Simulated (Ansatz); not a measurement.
# Profile along the As–Ga line in GaAs (zinc blende)

GaAs (zinc blende)

```cif
data_As4Ga4
_chemical_formula_sum 'As4 Ga4'
_space_group_name_H-M_alt 'F-43m'
_space_group_IT_number 216
_space_group_name_Hall 'F -4 2 3'
_cell_length_a 5.66556
_cell_length_b 5.66556
_cell_length_c 5.66556
_cell_angle_alpha 90.000
_cell_angle_beta 90.000
_cell_angle_gamma 90.000
loop_
_atom_site_label
_atom_site_type_symbol
_atom_site_symmetry_multiplicity
_atom_site_Wyckoff_symbol
_atom_site_fract_x
_atom_site_fract_y
_atom_site_fract_z
_atom_site_occupancy
As1 As 4 c 0.25000 0.25000 0.25000 1
Ga1 Ga 4 a 0.00000 0.00000 0.00000 1
```
(The calculation used a cell of 2 atoms; values per cell refer to that cell.)

Fields along a shortest As–Ga line of a {110} plane (2.45 Å), from As to Ga, interpolated on the slice's grid (step about 0.2 Å). Computed with r2SCAN (plane waves to 500 eV, PAW, scalar-relativistic; Ansatz, a program for electronic structure). k mesh 10×10×10. Near the nuclei the fields are pseudised (PAW); where an atom keeps semicore shells as valence, they peak there. GaAs was relaxed with its symmetry unable to fall. The PAW data are Ansatz's earlier set.

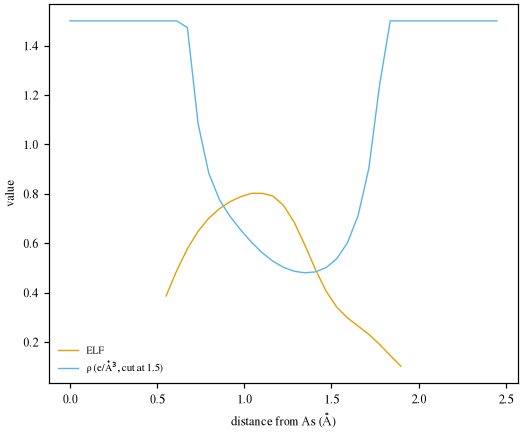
Fig. 1. ELF (away from the nuclei) and valence density from As to Ga.

Density on the As–Ga line (2.45 Å) at its density minimum, 1.3 Å from As: 0.48 e/Å³. ELF at that point: 0.6. ELF maximum in the middle third of the As–Ga line: 0.80, 1.1 Å from As.
